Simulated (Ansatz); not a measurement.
# Rhodium, omega (AlB2-type) under BLYP: structure, energy and stiffness, part 2 of 2

What does BLYP give for rhodium in the omega (AlB2-type) structure? We relax it, solve it on a dense k-mesh, then scale the cell to 7 volumes from 88 to 112 % of the relaxed one and try a fit of the equation of state. Spin polarisation is left out. The k-meshes are 9×9×12 for the relaxation; 11×11×15 for the dense run; 9×9×13 for the volumes.

Ansatz 0.2.0; DFT, BLYP, plane waves (420 eV) with PAW, scalar-relativistic. The steps go on from the part before.

### 5 The cell scaled to 92 % of its volume

Contents of input.yaml:

```yaml
crystal:
  lattice:
    - [4.2959044862, 0.0, 0.0]
    - [-2.1479522431, 3.7203624173, 0.0]
    - [0.0, 0.0, 2.6387873467]
  atoms:
    - { symbol: Rh, position: [0.0, 0.0, 0.0] }
    - { symbol: Rh, position: [0.3333333333, 0.6666666667, 0.5] }
    - { symbol: Rh, position: [0.6666666667, 0.3333333333, 0.5] }
hamiltonian:
  xc: blyp
  pseudopotentials:
    kind: paw
    azcp:
      Rh: "pseudopotentials/Rh.paw.azcp"
basis:
  ecutwfc: 420
  fft_grid_basis: typed
kpoints:
  mp_grid: { grid: [9, 9, 13], shift: [0, 0, 0] }
magnetization:
  spin_polarized: false
scf:
  occupations: { method: fermi_dirac, width: 0.1 }
  lower_state_search: "off"
output:
  stress: true
  write_density: true
  write_potential: true
  elf: true
  volumetric_format: npy
```

Output, shortened:

```text
Warning: RAYON_NUM_THREADS=2 ignored (pool sized by the plan → 2); use --threads N
[...]
Pseudopotentials: kind: paw
Pseudopotential: Rh, paw, valence charge 17, recommended cutoff 420 eV (normal), <dir>
Functional definition: BLYP
[...]
Crystal: 3 atoms, lattice volume = 42.174 Å³
Basis set: ecut = 420 eV, 795 PW (Γ), exchange–correlation on 60×60×36 points (8 copies of the dense FFT grid, shifted against one another)
Bands: 31, of which v1, the nominal top of the filled ones, is band 26 counted from 1 (25 counted from 0)
Symmetry: 24 space group operations
Space group: P6/mmm (ITA 191), of the structure as read, at distance tolerance 3.5e-5 Å
k-points: 84 of 1053
[...]
SCF iter   1: F=—  HF=-19250.681386 eV  |F-HF|=—  |Δ(HF+E_count)|=         —  Δρ=1.76e-2  dr2=1.10e-1  ethr=1.77e-3  ⟨swp⟩=5.3  Hψ=9201  notcnv=0
[...]
SCF iter   7: F=-19250.659083 eV  HF=-19250.659083 eV  |F-HF|=8.77e-10  |Δ(HF+E_count)|=   8.29e-9  Δρ=2.88e-6  dr2=2.02e-9  ethr=4.02e-11  ⟨swp⟩=5.0  Hψ=14846  notcnv=0
[...]
SCF converged after 7 iterations
Free energy (F): -19250.659083 eV
[...]
E sigma→0 (E₀):  -19250.568680 eV
Entropy (-TS):   -0.180805 eV (-60.268 meV/atom)
Fermi energy:    22.300131 eV
[...]
--- Stress (GPa, compression-positive) ---
       21.282055       0.000000       0.000000
        0.000000      21.282055       0.000000
        0.000000       0.000000      18.775002
  P = ⅓ Tr σ = 20.4464 GPa (204.464 kbar)
--- Band table (eV; the first three rows and the last of 84) ---
[...]
```

It took 2.1 s on 2 threads of an x86-64 CPU, shared host; peak memory 0.44 GiB.

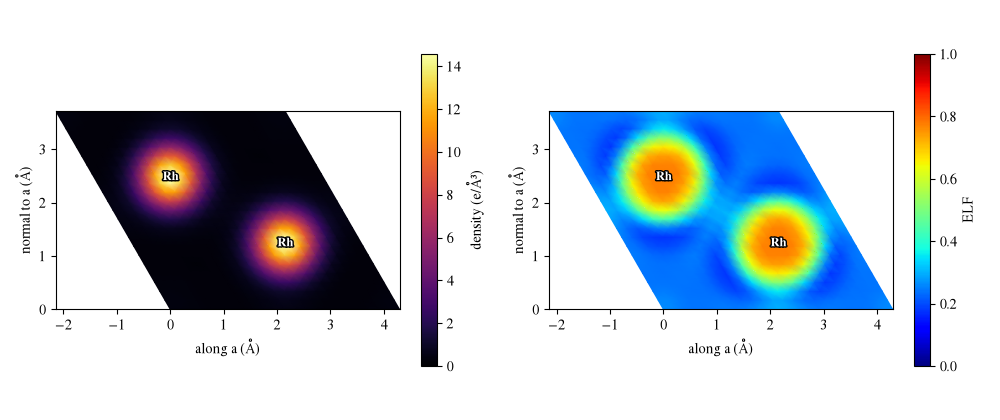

Density (left) and ELF (right) in a lattice plane of the grid's cell (edges 4.30 and 4.30 Å, at 0.500 of the third edge), which holds Rh. Only atoms in the plane are labelled. Both are smooth fields of the valence electrons: close to the nuclei they are not physical.

### 6 The cell scaled to 96 % of its volume

Changes to input.yaml since step 5:

```diff
@@ -2,5 +2,5 @@
   lattice:
-    - [4.2959044862, 0.0, 0.0]
-    - [-2.1479522431, 3.7203624173, 0.0]
-    - [0.0, 0.0, 2.6387873467]
+    - [4.3572828429, 0.0, 0.0]
+    - [-2.1786414215, 3.7735176334, 0.0]
+    - [0.0, 0.0, 2.6764894026]
   atoms:
@@ -27,5 +27 @@
   stress: true
-  write_density: true
-  write_potential: true
-  elf: true
-  volumetric_format: npy
```

Output, shortened:

```text
Warning: RAYON_NUM_THREADS=2 ignored (pool sized by the plan → 2); use --threads N
[...]
[... 3 set-up lines as earlier in the session ...]
[...]
Crystal: 3 atoms, lattice volume = 44.008 Å³
Basis set: ecut = 420 eV, 903 PW (Γ), exchange–correlation on 60×60×36 points (8 copies of the dense FFT grid, shifted against one another)
Bands: 31, of which v1, the nominal top of the filled ones, is band 26 counted from 1 (25 counted from 0)
[... 2 set-up lines as earlier in the session ...]
k-points: 84 of 1053
[...]
SCF iter   1: F=—  HF=-19250.844951 eV  |F-HF|=—  |Δ(HF+E_count)|=         —  Δρ=1.67e-2  dr2=1.08e-1  ethr=1.77e-3  ⟨swp⟩=5.2  Hψ=8991  notcnv=0
[...]
SCF iter   7: F=-19250.824394 eV  HF=-19250.824394 eV  |F-HF|=9.09e-10  |Δ(HF+E_count)|=   1.00e-8  Δρ=2.90e-6  dr2=2.17e-9  ethr=3.39e-11  ⟨swp⟩=2.0  Hψ=8128  notcnv=0
[...]
SCF converged after 7 iterations
Free energy (F): -19250.824394 eV
[...]
E sigma→0 (E₀):  -19250.727549 eV
Entropy (-TS):   -0.193689 eV (-64.563 meV/atom)
Fermi energy:    21.121759 eV
[...]
--- Stress (GPa, compression-positive) ---
        9.416989      -0.000000       0.000000
       -0.000000       9.416989       0.000000
        0.000000       0.000000       7.924139
  P = ⅓ Tr σ = 8.9194 GPa (89.194 kbar)
```

It took 1.5 s on 2 threads of an x86-64 CPU, shared host; peak memory 0.43 GiB.

### 7 The cell scaled to 100 % of its volume

Changes to input.yaml since step 6:

```diff
@@ -2,5 +2,5 @@
   lattice:
-    - [4.3572828429, 0.0, 0.0]
-    - [-2.1786414215, 3.7735176334, 0.0]
-    - [0.0, 0.0, 2.6764894026]
+    - [4.416979067, 0.0, 0.0]
+    - [-2.2084895335, 3.82521608, 0.0]
+    - [0.0, 0.0, 2.7131581976]
   atoms:
```

Output, shortened:

```text
Warning: RAYON_NUM_THREADS=2 ignored (pool sized by the plan → 2); use --threads N
[...]
[... 3 set-up lines as earlier in the session ...]
[...]
Crystal: 3 atoms, lattice volume = 45.841 Å³
Basis set: ecut = 420 eV, 915 PW (Γ), exchange–correlation on 60×60×40 points (8 copies of the dense FFT grid, shifted against one another)
Bands: 31, of which v1, the nominal top of the filled ones, is band 26 counted from 1 (25 counted from 0)
[... 2 set-up lines as earlier in the session ...]
k-points: 84 of 1053
[...]
SCF iter   1: F=—  HF=-19250.892258 eV  |F-HF|=—  |Δ(HF+E_count)|=         —  Δρ=1.60e-2  dr2=1.11e-1  ethr=1.77e-3  ⟨swp⟩=5.2  Hψ=8797  notcnv=0
[...]
SCF iter   7: F=-19250.872911 eV  HF=-19250.872911 eV  |F-HF|=9.24e-10  |Δ(HF+E_count)|=   1.42e-8  Δρ=2.79e-6  dr2=2.25e-9  ethr=3.36e-11  ⟨swp⟩=2.0  Hψ=8032  notcnv=0
[...]
SCF converged after 7 iterations
Free energy (F): -19250.872911 eV
[...]
E sigma→0 (E₀):  -19250.769449 eV
Entropy (-TS):   -0.206924 eV (-68.975 meV/atom)
Fermi energy:    20.038468 eV
[...]
--- Stress (GPa, compression-positive) ---
        0.169831      -0.000000       0.000000
       -0.000000       0.169831       0.000000
        0.000000       0.000000      -0.527384
  P = ⅓ Tr σ = -0.0626 GPa (-0.626 kbar)
```

It took 1.6 s on 2 threads of an x86-64 CPU, shared host; peak memory 0.43 GiB.

### 8 The cell scaled to 104 % of its volume

Changes to input.yaml since step 7:

```diff
@@ -2,5 +2,5 @@
   lattice:
-    - [4.416979067, 0.0, 0.0]
-    - [-2.2084895335, 3.82521608, 0.0]
-    - [0.0, 0.0, 2.7131581976]
+    - [4.4751038783, 0.0, 0.0]
+    - [-2.2375519392, 3.8755536431, 0.0]
+    - [0.0, 0.0, 2.7488617419]
   atoms:
```

Output, shortened:

```text
Warning: RAYON_NUM_THREADS=2 ignored (pool sized by the plan → 2); use --threads N
[...]
[... 3 set-up lines as earlier in the session ...]
[...]
Crystal: 3 atoms, lattice volume = 47.675 Å³
Basis set: ecut = 420 eV, 939 PW (Γ), exchange–correlation on 60×60×40 points (8 copies of the dense FFT grid, shifted against one another)
Bands: 31, of which v1, the nominal top of the filled ones, is band 26 counted from 1 (25 counted from 0)
[... 2 set-up lines as earlier in the session ...]
k-points: 84 of 1053
[...]
SCF iter   1: F=—  HF=-19250.849348 eV  |F-HF|=—  |Δ(HF+E_count)|=         —  Δρ=1.55e-2  dr2=1.15e-1  ethr=1.77e-3  ⟨swp⟩=5.2  Hψ=8672  notcnv=0
[...]
SCF iter   7: F=-19250.830546 eV  HF=-19250.830546 eV  |F-HF|=4.15e-10  |Δ(HF+E_count)|=   1.94e-8  Δρ=2.39e-6  dr2=1.59e-9  ethr=2.93e-11  ⟨swp⟩=1.9  Hψ=8152  notcnv=0
[...]
SCF converged after 7 iterations
Free energy (F): -19250.830546 eV
[...]
E sigma→0 (E₀):  -19250.720318 eV
Entropy (-TS):   -0.220457 eV (-73.486 meV/atom)
Fermi energy:    19.039583 eV
[...]
--- Stress (GPa, compression-positive) ---
       -7.018893      -0.000000       0.000000
       -0.000000      -7.018893       0.000000
        0.000000       0.000000      -7.093918
  P = ⅓ Tr σ = -7.0439 GPa (-70.439 kbar)
```

It took 1.5 s on 2 threads of an x86-64 CPU, shared host; peak memory 0.44 GiB.

### 9 The cell scaled to 108 % of its volume

Changes to input.yaml since step 8:

```diff
@@ -2,5 +2,5 @@
   lattice:
-    - [4.4751038783, 0.0, 0.0]
-    - [-2.2375519392, 3.8755536431, 0.0]
-    - [0.0, 0.0, 2.7488617419]
+    - [4.531756777, 0.0, 0.0]
+    - [-2.2658783885, 3.9246164926, 0.0]
+    - [0.0, 0.0, 2.7836611544]
   atoms:
```

Output, shortened:

```text
Warning: RAYON_NUM_THREADS=2 ignored (pool sized by the plan → 2); use --threads N
[...]
[... 3 set-up lines as earlier in the session ...]
[...]
Crystal: 3 atoms, lattice volume = 49.509 Å³
Basis set: ecut = 420 eV, 963 PW (Γ), exchange–correlation on 64×64×40 points (8 copies of the dense FFT grid, shifted against one another)
Bands: 31, of which v1, the nominal top of the filled ones, is band 26 counted from 1 (25 counted from 0)
[... 1 set-up line as earlier in the session ...]
Space group: P6/mmm (ITA 191), of the structure as read, at distance tolerance 3.7e-5 Å
k-points: 84 of 1053
[...]
SCF iter   1: F=—  HF=-19250.735744 eV  |F-HF|=—  |Δ(HF+E_count)|=         —  Δρ=1.51e-2  dr2=1.17e-1  ethr=1.77e-3  ⟨swp⟩=5.3  Hψ=8642  notcnv=0
[...]
SCF iter   7: F=-19250.717666 eV  HF=-19250.717666 eV  |F-HF|=3.60e-10  |Δ(HF+E_count)|=   2.48e-8  Δρ=2.19e-6  dr2=1.65e-9  ethr=3.49e-11  ⟨swp⟩=2.0  Hψ=8350  notcnv=0
[...]
SCF converged after 7 iterations
Free energy (F): -19250.717666 eV
[...]
E sigma→0 (E₀):  -19250.600551 eV
Entropy (-TS):   -0.234230 eV (-78.077 meV/atom)
Fermi energy:    18.115946 eV
[...]
--- Stress (GPa, compression-positive) ---
      -12.581642       0.000000       0.000000
        0.000000     -12.581642       0.000000
        0.000000       0.000000     -12.169498
  P = ⅓ Tr σ = -12.4443 GPa (-124.443 kbar)
```

Wall time 1.7 s (2 threads of an x86-64 CPU, shared host); peak memory 0.44 GiB.

### 10 The cell scaled to 112 % of its volume

Changes to input.yaml since step 9:

```diff
@@ -2,5 +2,5 @@
   lattice:
-    - [4.531756777, 0.0, 0.0]
-    - [-2.2658783885, 3.9246164926, 0.0]
-    - [0.0, 0.0, 2.7836611544]
+    - [4.5870275507, 0.0, 0.0]
+    - [-2.2935137754, 3.9724823868, 0.0]
+    - [0.0, 0.0, 2.8176115877]
   atoms:
```

Output, shortened:

```text
Warning: RAYON_NUM_THREADS=2 ignored (pool sized by the plan → 2); use --threads N
[...]
[... 3 set-up lines as earlier in the session ...]
[...]
Crystal: 3 atoms, lattice volume = 51.342 Å³
Basis set: ecut = 420 eV, 987 PW (Γ), exchange–correlation on 64×64×40 points (8 copies of the dense FFT grid, shifted against one another)
Bands: 31, of which v1, the nominal top of the filled ones, is band 26 counted from 1 (25 counted from 0)
[... 2 set-up lines as earlier in the session ...]
k-points: 84 of 1053
[...]
SCF iter   1: F=—  HF=-19250.567611 eV  |F-HF|=—  |Δ(HF+E_count)|=         —  Δρ=1.45e-2  dr2=1.16e-1  ethr=1.77e-3  ⟨swp⟩=5.3  Hψ=8610  notcnv=0
[...]
SCF iter   7: F=-19250.550447 eV  HF=-19250.550447 eV  |F-HF|=1.64e-10  |Δ(HF+E_count)|=   2.97e-8  Δρ=1.98e-6  dr2=1.47e-9  ethr=5.45e-11  ⟨swp⟩=2.0  Hψ=7870  notcnv=0
[...]
SCF converged after 7 iterations
Free energy (F): -19250.550447 eV
[...]
E sigma→0 (E₀):  -19250.426357 eV
Entropy (-TS):   -0.248179 eV (-82.726 meV/atom)
Fermi energy:    17.259662 eV
[...]
--- Stress (GPa, compression-positive) ---
      -16.856850       0.000000      -0.000000
        0.000000     -16.856850       0.000000
       -0.000000       0.000000     -16.063756
  P = ⅓ Tr σ = -16.5925 GPa (-165.925 kbar)
```

It took 1.7 s on 2 threads of an x86-64 CPU, shared host; peak memory 0.45 GiB.

### 11 Fitting the volumes

The cell was scaled evenly, with its shape and the fractional positions fixed.

| V (Å³/atom) | E − E₀ (meV/atom) | P from the stress (GPa) | P from the fit (GPa) |
| --- | --- | --- | --- |
| 13.447 | 169.9 | 35.22 | 34.75 |
| 14.058 | 67.0 | 20.45 | 19.88 |
| 14.669 | 14.0 | 8.92 | 8.33 |
| 15.280 | 0.1 | -0.06 | -0.64 |
| 15.892 | 16.4 | -7.04 | -7.63 |
| 16.503 | 56.4 | -12.44 | -13.05 |
| 17.114 | 114.4 | -16.59 | -17.24 |

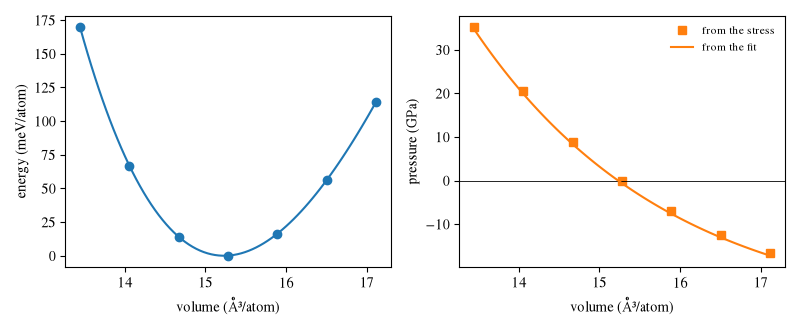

Energy and pressure against volume; the lines are the Birch-Murnaghan fit.

A third-order Birch-Murnaghan fit gives V₀ = 15.231 Å³/atom, B₀ = 201 GPa and B₀′ = 5.3; it misses no point by more than 0.04 meV/atom.

Fit and stress differ a little: one follows E(σ → 0), the other the smeared free energy.

### 12 Summary of results

This closing draws on all 2 parts.

| quantity | value |
| --- | --- |
| space group (spins left aside) | P6/mmm (No. 191) |
| conventional cell | a = 4.417 Å, c = 2.713 Å (c/a = 0.614) |
| volume | 15.280 Å³/atom |
| shortest distance | 2.550 Å |
| gap on the mesh | none (levels filled in part) |
| relative to fcc | +190 meV/atom |
| V₀, B₀, B₀′ | 15.231 Å³/atom, 201 GPa, 5.3 |

**Reading.** The relaxation enlarged the cell by 11.1 % in volume. Against the reference form of rhodium (fcc, computed apart with the same settings) it stands 190 meV/atom higher. No gap shows: it is a metal or semimetal at this level. The fitted modulus is 201 GPa; letting shape and positions relax at each volume could only lower it. The symmetry was held, so the structure may be unstable against distortions that break it.
